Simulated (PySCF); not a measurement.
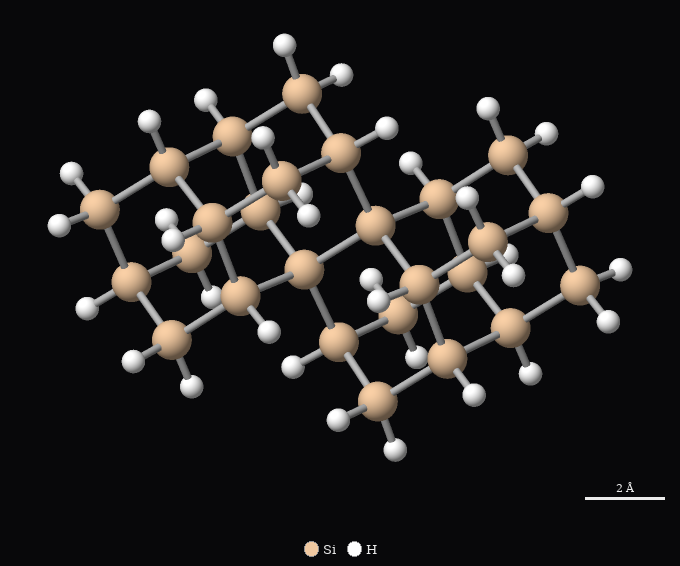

Figure 1. The input geometry (ball-and-stick view, seen at a tilt). Bond lengths as drawn: H–Si 1.47 to 1.48 Å and Si–Si 2.33 to 2.40 Å.

# Excited-state calculation of Si26H34

Si26H34, computed with TDDFT PBE0/6-31G*, vertical, gas phase, core orbitals frozen in the response, virtual orbitals cut by energy (PySCF 2.14.0).

The geometry comes from this level: GFN2-xTB.

### What the program printed
```
start: PBE on a coarse grid of 59315 points
cycle   1  E = -7543.7209887387  dE =  1.530e+00  |g| = 3.014e-01  |ddm| = 7.722e+00
cycle   2  E = -7543.7414597093  dE = -2.047e-02  |g| = 1.834e-01  |ddm| = 8.944e-01
cycle   3  E = -7543.7437267261  dE = -2.267e-03  |g| = 1.709e-01  |ddm| = 7.627e-01
cycle   4  E = -7543.7552987186  dE = -1.157e-02  |g| = 2.660e-02  |ddm| = 4.042e-01
cycle   5  E = -7543.7554973236  dE = -1.986e-04  |g| = 1.560e-02  |ddm| = 9.175e-02
cycle   6  E = -7543.7555885977  dE = -9.127e-05  |g| = 3.777e-03  |ddm| = 4.077e-02
final grid: 228269 points
cycle   7  E = -7544.0021282170  dE = -1.719e-02  |g| = 3.776e-02  |ddm| = 6.088e-01
cycle   8  E = -7544.0016289994  dE =  4.992e-04  |g| = 5.167e-02  |ddm| = 2.283e-01
cycle   9  E = -7544.0026441333  dE = -1.015e-03  |g| = 1.016e-02  |ddm| = 1.389e-01
cycle  10  E = -7544.0026784947  dE = -3.436e-05  |g| = 4.849e-03  |ddm| = 3.052e-02
cycle  11  E = -7544.0026882438  dE = -9.749e-06  |g| = 7.845e-04  |ddm| = 1.174e-02
cycle  12  E = -7544.0026878226  dE =  4.212e-07  |g| = 3.342e-04  |ddm| = 2.349e-03
cycle  13  E = -7544.0026828941  dE =  4.929e-06  |g| = 7.259e-05  |ddm| = 8.579e-04
converged SCF energy = -7544.0026828941
Vertical ionisation energy (delta-SCF) = 7.9584 eV   <S^2> = 0.754

Static polarisability (au): isotropic 702.921, principal 578.367 672.287 858.107

Singlet excitations
state   eV       nm        f      main configurations
  1   4.7199    262.7   0.00789   H-1->L 0.69, H->L+2 0.26
  2   4.7383    261.7   0.06403   H->L 0.93
  3   4.7484    261.1   0.00004   H->L+1 0.97
  4   4.7939    258.6   0.00000   H-1->L+1 0.96
  5   4.8149    257.5   0.00009   H->L+2 0.70, H-1->L 0.27
  6   4.8812    254.0   0.03062   H-1->L+2 0.52, H-2->L 0.41

Triplet excitations (Tamm-Dancoff, eV): 4.3645 4.4359
```

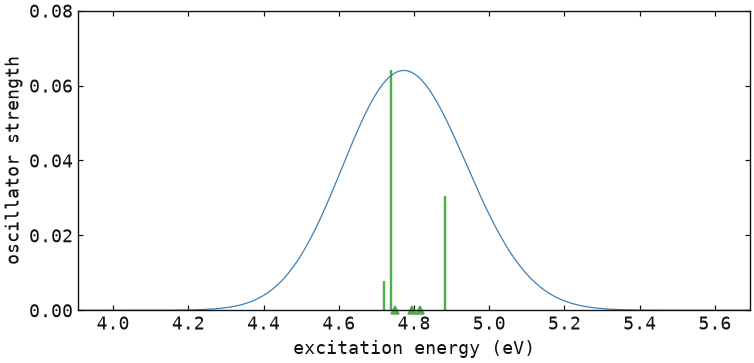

Figure 2. Computed excitations as sticks (degenerate states added up, dark ones marked on the axis), with a Gaussian envelope of 0.35 eV full width at half maximum, scaled to the tallest. Of the 6 states the lowest lies at 4.72 eV (f = 0.008); the strongest line is at 4.74 eV, or 262 nm (f = 0.064).

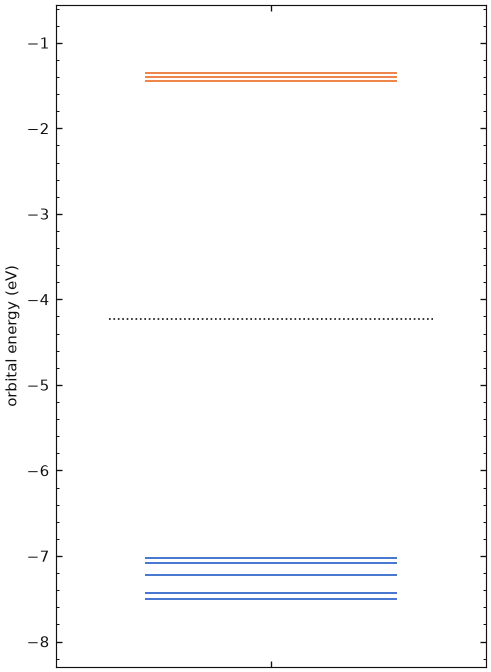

Figure 3. Orbital energies near the frontier; the dotted line parts filled from empty levels, and levels within 0.02 eV of each other stand side by side. Highest filled −7.02 eV, lowest empty −1.45 eV, 5.57 eV apart.

This output came from the following input.

### Input file
```
{"job": {"kind": "uv", "basis": "6-31G*", "grid": 1, "kgrid": 0, "vcut": 1.5, "nstates": 6, "ntriplets": 2, "tda": false, "delta": ["ip_vertical"], "pop": true, "xc": "PBE0"}, "charge": 0, "multiplicity": 1}
Si    -3.390291    -0.631761    -2.063097
Si    -3.440442    -0.694981     3.403166
Si    -3.439228    -3.402846     0.694800
Si    -0.688761    -0.696723     0.696289
Si    -2.121908    -2.024969    -0.648656
Si    -4.780316    -2.058618     2.058140
Si    -6.125072    -0.705797     0.704319
Si    -0.727237     2.034417    -2.034566
Si    -2.043648     0.701781    -3.421795
Si    -3.391139     2.062459     0.631361
Si    -2.044361     3.421316    -0.700549
Si    -2.123037     0.647639     2.024853
Si    -4.779932     0.645364    -0.645985
Si     2.123464    -0.648314    -2.024560
Si     2.044016    -0.699173     3.422015
Si     2.045873    -3.421197     0.701057
Si     4.780687    -0.644143     0.646160
Si     3.391677    -2.062412    -0.630519
Si     0.728591    -2.034370     2.034553
Si     4.779718     2.059277    -2.058733
Si     3.440324     0.695446    -3.403264
Si     6.125672     0.706463    -0.705310
Si     2.123249     2.025536     0.648452
Si     3.440998     3.404225    -0.694657
Si     3.390710     0.632229     2.063499
Si     0.688598     0.696429    -0.696380
H     -4.266133    -1.480328    -2.897034
H     -2.589712    -1.500129     4.291162
H     -4.264640     0.086108     4.336741
H     -2.587394    -4.290016     1.499588
H     -4.260905    -4.339625    -0.085031
H     -1.201987    -2.831051    -1.475640
H     -5.641377    -2.907153     2.904995
H     -7.039844    -1.519510    -0.109121
H     -7.039577     0.107390     1.518524
H      0.185669     2.858825    -2.857629
H     -1.175733    -0.097611    -4.296492
H     -2.849461     1.483393    -4.372252
H     -4.267605     2.895137     1.480042
H     -2.849187     4.373086    -1.481789
H     -1.177036     4.296236     0.099326
H     -1.203087     1.474808     2.830806
H     -5.625667     1.500540    -1.501474
H      1.203088    -1.475338    -2.830509
H      2.847832    -1.479931     4.374809
H      1.175127     0.101347     4.294623
H      2.850137    -4.371749     1.483781
H      1.177650    -4.295870    -0.097622
H      5.626664    -1.499770     1.501082
H      4.267505    -2.895621    -1.479130
H     -0.185291    -2.857327     2.858599
H      5.640745     2.907055    -2.906116
H      4.263572    -0.085192    -4.338056
H      2.588292     1.500324    -4.290248
H      7.040761    -0.106830    -1.519123
H      7.039790     1.520787     0.108530
H      1.202371     2.831060     1.475273
H      2.589156     4.292506    -1.498362
H      4.264667     4.337551     0.087476
H      4.267313     1.480523     2.896158
```

The first line tells a small driver script what to run in PySCF; the rest is the geometry in Å.

Launch command:
```bash
OMP_NUM_THREADS=4 python <driver script> task.json out
```

### Key numbers

```csv
quantity,value
outcome,converged
total energy,−7544.002683 hartree
HOMO,−7.02 eV
LUMO,−1.45 eV
dipole moment,0.01 D
mean polarisability,702.92 a.u.
vertical ionisation energy,7.96 eV
lowest singlet excitation,4.72 eV
hardware,"4 CPU threads, shared host"
wall time,5.9 min (CPU time 23 min)
peak memory,3.7 GiB
```
